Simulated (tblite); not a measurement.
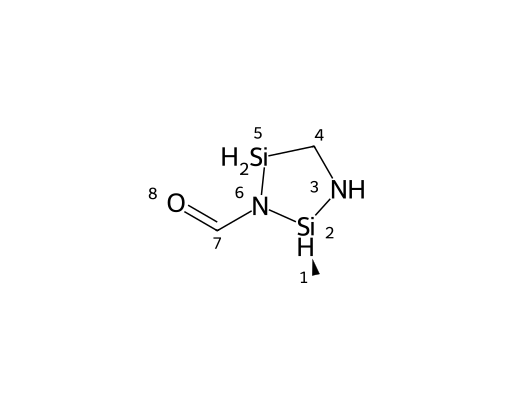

Skeletal drawing with numbered atoms; wedges and dashes mark any stereocentres. The configuration is that of a computed structure (GFN2-xTB).

Give the R/S and E/Z labels.

Si2: R.
